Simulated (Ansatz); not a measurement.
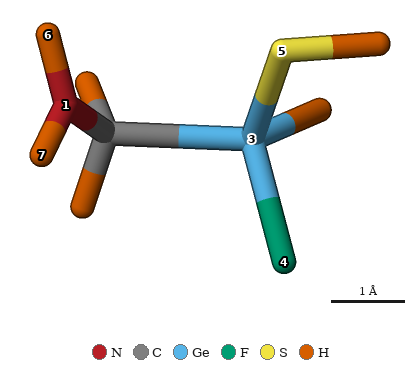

The input geometry (stick view, seen at a tilt; atoms are numbered from 1 in the order of the input). Sticks mark near contacts.

## CH$_{6}$FGeNS: frequency calculation

- system: CH$_{6}$FGeNS, SMILES N[CH2][GeH]([F])[SH]
- method: RKS PBE/def2-SVP (Ansatz 0.2.0)

It belongs to a series of runs on one base structure; here: vibrations at the highest image of the band. Figures and captions count atoms from 1; the log counts them from 0 in places.

Input:
```yaml
crystal:
  periodic: [false, false, false]
  atoms:
    - { symbol: "N", position_ang: [-0.193414, 1.30812, 1.044346] }
    - { symbol: C, position_ang: [-0.969101, 0.593629, 0.082052] }
    - { symbol: Ge, position_ang: [0.053733, -0.966288, -0.661468] }
    - { symbol: F, position_ang: [-0.443585, -2.411066, 0.248786] }
    - { symbol: S, position_ang: [2.162745, -0.438137, -0.130067] }
    - { symbol: H, position_ang: [0.32532, 2.137763, 0.776484] }
    - { symbol: H, position_ang: [-0.29786, 1.117658, 2.035317] }
    - { symbol: H, position_ang: [-1.897664, 0.174772, 0.524384] }
    - { symbol: H, position_ang: [-1.286606, 1.235756, -0.767357] }
    - { symbol: H, position_ang: [-0.055445, -1.42959, -2.151337] }
    - { symbol: H, position_ang: [2.667377, -1.379619, -0.980637] }
basis:
  gaussian: { orbitals: def2-SVP }
hamiltonian:
  xc: pbe
phonons: {}
```

Command:
```bash
ansatz run input.yaml --threads 2 --pin off --max-ram 3072MiB --backend cpu --events-out ev --progress --plain --runs-dir out
```

Log:
```
Engine: ansatz 0.2.0, x86_64-unknown-linux-gnu
Functional definition: PBE
  parameter kappa = 0.804
  parameter beta = 0.06672455060314922
  exchange = pbe_x(kappa = kappa, mu = beta*pi^2/3)
  correlation = pbe_c(beta = beta)
1382 factors; their error is unknown
mean field evaluation 1: about -72652.4368 eV, gradient 7.2e1 eV
mean field evaluation 2: about -72587.7517 eV, gradient 1.6e2 eV
mean field evaluation 4: about -72662.7592 eV, gradient 1.1e1 eV
mean field evaluation 8: about -72663.0203 eV, gradient 8.7e-2 eV
mean field evaluation 16: about -72662.9272 eV, gradient 1.7e-4 eV
mean field -72662.92717634 eV, -2670.3133210296 hartree, gradient 2.3e-5 eV, S^2 0.000000; 0 other end points of the search recorded, 0 dependent functions left out
the calculation of the forces begins
reference -72662.92721217 eV, -2670.3133223461 hartree; 38, 38 occupied and 84, 84 virtual orbitals, 1382 factors
these checks for a lower state are left out or cut short: stability, starts, cluster_reference, orbital_swaps, neighbouring_geometries, increment
1382 factors; their error is unknown
mean field -72662.92706531 eV, -2670.3133169493 hartree, gradient 1.3e-6 eV, S^2 0.000000; 0 other end points of the search recorded, 0 dependent functions left out
[... from here on the field's lines of each further geometry are left out, up to the last ...]
the calculation of the forces begins
reference -72662.92718728 eV, -2670.3133214314 hartree; 38, 38 occupied and 84, 84 virtual orbitals, 1382 factors
these checks for a lower state are left out or cut short: stability, starts, cluster_reference, orbital_swaps, neighbouring_geometries, increment
1382 factors; their error is unknown
mean field -72662.92714112 eV, -2670.3133197350 hartree, gradient 2.7e-6 eV, S^2 0.000000; 0 other end points of the search recorded, 0 dependent functions left out
the calculation of the forces begins
reference -72662.92717693 eV, -2670.3133210512 hartree; 38, 38 occupied and 84, 84 virtual orbitals, 1382 factors
WARN: phonons: modes at or below zero, which the zero-point energy, F, S and C_V leave out: 1, the lowest at -540.09 cm⁻¹. A minimum has none, and a first-order saddle one
Total energy: -72662.92721217 eV, -2670.3133223461 hartree
Atom 0 at    -0.193414     1.308120     1.044346 Å, force    -0.014511    -0.020371    -0.048691 eV/Å
Atom 1 at    -0.969101     0.593629     0.082052 Å, force    -0.003426    -0.002828     0.019487 eV/Å
Atom 2 at     0.053733    -0.966288    -0.661468 Å, force    -0.000396     0.001854     0.008646 eV/Å
Atom 3 at    -0.443585    -2.411066     0.248786 Å, force    -0.000394     0.001130    -0.003332 eV/Å
Atom 4 at     2.162745    -0.438137    -0.130067 Å, force     0.000805    -0.006169    -0.004809 eV/Å
Atom 5 at     0.325320     2.137763     0.776484 Å, force     0.001737     0.005060     0.026722 eV/Å
Atom 6 at    -0.297860     1.117658     2.035317 Å, force     0.013893     0.015903     0.004664 eV/Å
Atom 7 at    -1.897664     0.174772     0.524384 Å, force    -0.005595     0.000111    -0.004587 eV/Å
Atom 8 at    -1.286606     1.235756    -0.767357 Å, force     0.003498     0.001357     0.000132 eV/Å
Atom 9 at    -0.055445    -1.429590    -2.151337 Å, force     0.000729     0.000727    -0.000310 eV/Å
Atom 10 at     2.667377    -1.379619    -0.980637 Å, force     0.003660     0.003227     0.002078 eV/Å
Dipole moment:    -0.174013     0.551193    -0.094809 e Å
Vibrations: -540.09 32.65 97.32 122.67 157.49 178.08 301.81 318.27 389.74 507.06 638.25 650.74 672.13 718.52 742.22 985.53 1133.98 1196.46 1289.51 1376.67 1539.80 2009.30 2596.31 2965.98 3034.63 3570.37 3695.90 cm⁻¹, zero-point energy 1.916882 eV
```

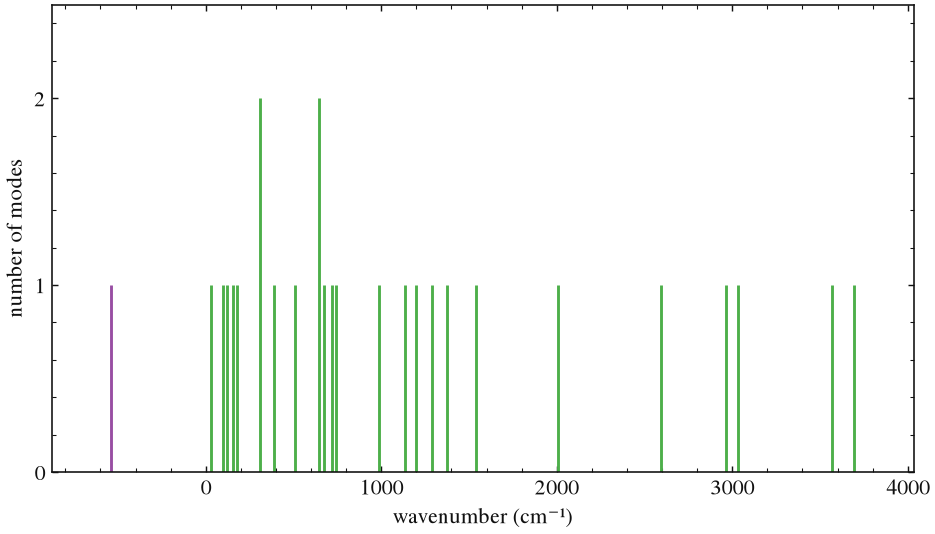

Harmonic vibrational wavenumbers from the force constants; neighbouring modes closer than 19 cm⁻¹ are counted in one stick, and imaginary ones are drawn at negative wavenumbers. 27 modes from 540i to 3696 cm⁻¹, 1 imaginary beyond 8i (540i cm⁻¹): a first-order saddle point, if the geometry is stationary.

Key numbers:

| quantity | value |
| --- | --- |
| outcome | converged |
| total energy | −72662.9272 eV |
| mean-field energy | −72662.9272 eV |
| largest force (length of the vector) | 0.055 eV/Å |
| hardware | 2 threads of Intel Xeon @ 2.50GHz (Skylake/Cascade Lake), 16 GiB of memory available, shared host |
| wall time | 1.8 min (CPU time 3.4 min) |
| peak memory | 0.19 GiB |
